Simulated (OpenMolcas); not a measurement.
# One shape, several levels: doublet [SnH2F2]+

Wanted: a comparison of 6 runs (U-r2SCAN/def2-SVP, UBLYP/def2-SVP, UM06-L/def2-SVP, UPBE/def2-SVP, UPBE0/def2-SVP, UTPSS/def2-SVP) of doublet [SnH2F2]+. 

Program for the calculation: OpenMolcas 26.06.

3 further runs of the same task are left out: 3 set aside as unsound or not needed.

### Step 1. The structure to begin with

[SnH2F2]+ has 5 atoms, charge +1, and is taken as a doublet. As SMILES of the parent species, `[F][SnH2][F]`. Geometry: relaxed at PBE0-D4/def2-TZVP. That shape belongs to the parent species and isn't relaxed for this state.

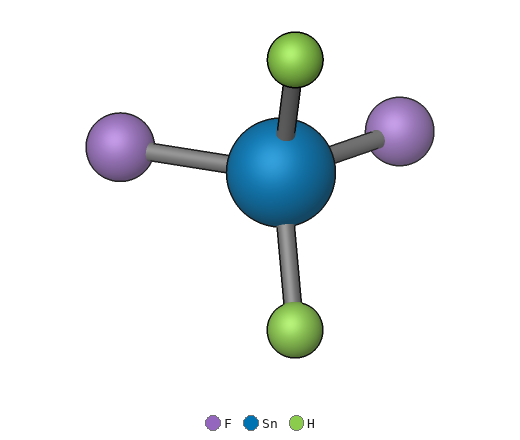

The structure, seen from a chosen angle (fluorine purple, tin blue, hydrogen green).

### Step 2. The energy at U-r2SCAN/def2-SVP (core potential) (run 1)

File job.inp:

```
* F2H2Sn Kohn-Sham DFT

&GATEWAY
 BASLIB=$CurrDir
 COORD
 5
 angstrom
 F       -0.343500      -0.356300       1.741400
 Sn       0.128900      -0.073200      -0.086200
 F       -1.231200       1.110700      -0.712400
 H       -0.087400      -1.547100      -0.889100
 H        1.583200       0.792100      -0.095000
 BASIS=def2-SVP
 GROUP=NoSym

&SEWARD
 GRIDINPUT
 Grid=UltraFine
 End of Grid

&SCF
 UHF
 CHARGE=1
 SPIN=2
 KSDFT=2
 1.0 MGGA_X_R2SCAN
 1.0 MGGA_C_R2SCAN
 THRESHOLDS=1e-10 1e-07 1e-07 1e-05
 PRORBITALS=1 1
```

The basis set def2-SVP is read from a file made from the Basis Set Exchange's data (not shown).

Started as:

```bash
export MOLCAS_MEM=1860
pymolcas job.inp > job.log
```

Output:

```text
--- Start Module: gateway ---
[...]
--- Stop Module: gateway /rc=_RC_ALL_IS_WELL_ ---
--- Start Module: seward ---
[...]
      Basis functions           64
--- Stop Module: seward /rc=_RC_ALL_IS_WELL_ ---
[...]
--- Start Module: scf ---
[...]
       Convergence after  25 Iterations
[...]
::    Total KS-DFT energy                            -414.6146594922
[...]
      Total spin, S                                     0.5067987861
[...]
      Total electronic charge=   41.000000
      Total            charge=    1.000000
[...]
      Dipole Moment (debye):
      Origin of the operator (angstrom)=   -0.0810    0.0300    0.0514
                   X=  3.2723E+00               Y= -1.6086E+00               Z= -2.1454E+00           Total=  4.2306E+00
      Center of Charge (angstrom)
[...]
--- Stop Module: scf /rc=_RC_ALL_IS_WELL_ ---
[...]
```

It took 32 s on 1 thread of Arm Neoverse V2, shared host; peak memory 0.4 GiB.

### Step 3. A single-point energy at UBLYP/def2-SVP (core potential) (run 2)

File run.inp:

```
>>> EXPORT MOLCAS_PRINT=2

&GATEWAY
 BasLib=$CurrDir
 Coord
 5
 bohr
 F     -0.64912092    -0.67330942     3.29076907
 Sn     0.24358570    -0.13832795    -0.16289439
 F     -2.32663080     2.09891881    -1.34624089
 H     -0.16516206    -2.92359529    -1.68015550
 H      2.99181440     1.49685206    -0.17952398
 Basis=def2-SVP
 Group=NoSym

&SEWARD
 GridInput
 Grid=UltraFine
 End of Grid

&SCF
 UHF
 Charge=1
 Spin=2
 KSDFT=BLYP
 Thresholds=1e-10 1e-07 1e-07 1e-05
 PrOrbitals=1 2
```

The basis set def2-SVP is read from a file made from the Basis Set Exchange's data (not shown).

Started as:

```bash
export MOLCAS_MEM=1860
pymolcas run.inp > run.log
```

Output:

```text
--- Start Module: gateway ---
[...]
--- Stop Module: gateway /rc=_RC_ALL_IS_WELL_ ---
--- Start Module: seward ---
[...]
      Basis functions           64
--- Stop Module: seward /rc=_RC_ALL_IS_WELL_ ---
--- Start Module: scf ---
[...]
       Convergence after  38 Iterations
[...]
::    Total KS-DFT energy                            -414.5597629355
[...]
      Total spin, S                                     0.5034842689
[...]
      Total electronic charge=   41.000000
      Total            charge=    1.000000
[...]
      Dipole Moment (debye):
      Origin of the operator (angstrom)=   -0.0810    0.0300    0.0514
                   X=  3.0112E+00               Y= -1.4802E+00               Z= -1.9742E+00           Total=  3.8930E+00
      Center of Charge (angstrom)
[...]
--- Stop Module: scf /rc=_RC_ALL_IS_WELL_ ---
[...]
```

Run time: 29 s. Hardware: 1 thread of Arm Neoverse V2, shared host; peak memory 0.4 GiB.

### Step 4. A single-point energy at UM06-L/def2-SVP (core potential) (run 3)

File run.inp:

```
>>> EXPORT MOLCAS_PRINT=2

&GATEWAY
 BasLib=$CurrDir
 Coord
 5
 angstrom
 F       -0.343500      -0.356300       1.741400
 Sn       0.128900      -0.073200      -0.086200
 F       -1.231200       1.110700      -0.712400
 H       -0.087400      -1.547100      -0.889100
 H        1.583200       0.792100      -0.095000
 Basis=def2-SVP
 Group=NoSym

&SEWARD
 GridInput
 Grid=UltraFine
 End of Grid

&SCF
 UHF
 Charge=1
 Spin=2
 KSDFT=M06L
 Thresholds=1e-10 1e-07 1e-07 1e-05
 PrOrbitals=1 2
```

The basis set def2-SVP is read from a file made from the Basis Set Exchange's data (not shown).

Started as:

```bash
export MOLCAS_MEM=1860
pymolcas run.inp > run.log
```

Output:

```text
--- Start Module: gateway ---
[...]
--- Stop Module: gateway /rc=_RC_ALL_IS_WELL_ ---
--- Start Module: seward ---
[...]
      Basis functions           64
--- Stop Module: seward /rc=_RC_ALL_IS_WELL_ ---
[...]
--- Start Module: scf ---
[...]
       Convergence after  28 Iterations
[...]
::    Total KS-DFT energy                            -414.7620882188
[...]
      Total spin, S                                     0.5038621362
[...]
      Total electronic charge=   41.000000
      Total            charge=    1.000000
[...]
      Dipole Moment (debye):
      Origin of the operator (angstrom)=   -0.0810    0.0300    0.0514
                   X=  3.2672E+00               Y= -1.6061E+00               Z= -2.1422E+00           Total=  4.2241E+00
      Center of Charge (angstrom)
[...]
--- Stop Module: scf /rc=_RC_ALL_IS_WELL_ ---
[...]
```

Run time: 35 s. Hardware: 1 thread of Arm Neoverse V2, shared host; peak memory 0.4 GiB.

Runs 4 to 5 aren't shown in full; the table further down has their settings and results.

### Step 5. The energy at UTPSS/def2-SVP (core potential) (run 6)

File mol.input:

```
&GATEWAY
  BasLib
  $CurrDir
  Coord
  5
  angstrom
  F       -0.343500      -0.356300       1.741400
  Sn       0.128900      -0.073200      -0.086200
  F       -1.231200       1.110700      -0.712400
  H       -0.087400      -1.547100      -0.889100
  H        1.583200       0.792100      -0.095000
  Basis
  def2-SVP
  Group
  NoSym

&SEWARD
  GridInput
  Grid=UltraFine
  End of Grid

&SCF
  UHF
  Charge
  1
  Spin
  2
  KSDFT
  2
  1.0 MGGA_X_TPSS
  1.0 MGGA_C_TPSS
  Thresholds
  1e-10 1e-07 1e-07 1e-05
  PrOrbitals
  0
```

The basis set def2-SVP is read from a file made from the Basis Set Exchange's data (not shown).

Started as:

```bash
export MOLCAS_MEM=1860
pymolcas mol.input > mol.log
```

Output:

```text
--- Start Module: gateway ---
[...]
--- Stop Module: gateway /rc=_RC_ALL_IS_WELL_ ---
--- Start Module: seward ---
[...]
      Basis functions           64
--- Stop Module: seward /rc=_RC_ALL_IS_WELL_ ---
[...]
--- Start Module: scf ---
[...]
       Convergence after  26 Iterations
[...]
::    Total KS-DFT energy                            -414.5555502475
[...]
      Total spin, S                                     0.5049971652
[...]
      Total electronic charge=   41.000000
      Total            charge=    1.000000
[...]
      Dipole Moment (debye):
      Origin of the operator (angstrom)=   -0.0810    0.0300    0.0514
                   X=  3.0285E+00               Y= -1.4887E+00               Z= -1.9857E+00           Total=  3.9155E+00
      Center of Charge (angstrom)
[...]
--- Stop Module: scf /rc=_RC_ALL_IS_WELL_ ---
[...]
```

Run time: 35 s. Hardware: 1 thread of Arm Neoverse V2, shared host; peak memory 0.4 GiB.

### Step 6. All runs side by side

| run | level | energy (Eh) | HOMO energy (eV) | LUMO energy (eV) | ⟨S²⟩ | wall time |
| --- | --- | --- | --- | --- | --- | --- |
| 1 | U-r2SCAN/def2-SVP (core potential) | -414.614659 | -15.93 | -15.06 | 0.764 | 32 s |
| 2 | UBLYP/def2-SVP (core potential) | -414.559763 | -15.50 | -14.77 | 0.757 | 29 s |
| 3 | UM06-L/def2-SVP (core potential) | -414.762088 | -15.85 | -15.08 | 0.758 | 35 s |
| 4 | UPBE/def2-SVP (core potential) | -414.433792 | -15.62 | -14.90 | 0.756 | 23 s |
| 5 | UPBE0/def2-SVP (core potential) | -414.418751 | -16.86 | -14.56 | 0.766 | 17 s |
| 6 | UTPSS/def2-SVP (core potential) | -414.555550 | -15.70 | -14.94 | 0.760 | 35 s |

### Step 7. Results

| quantity | value |
| --- | --- |
| run 6: total energy | -414.55555 Eh |
| run 6: HOMO energy (highest over α and β) | -15.70 eV |
| run 6: LUMO energy (lowest over α and β) | -14.94 eV |
| run 6: ⟨S²⟩ | 0.760 |

What this shows: Totals of different functionals can't be ranked against each other. All runs together took 2.9 min, the longest 35 s.
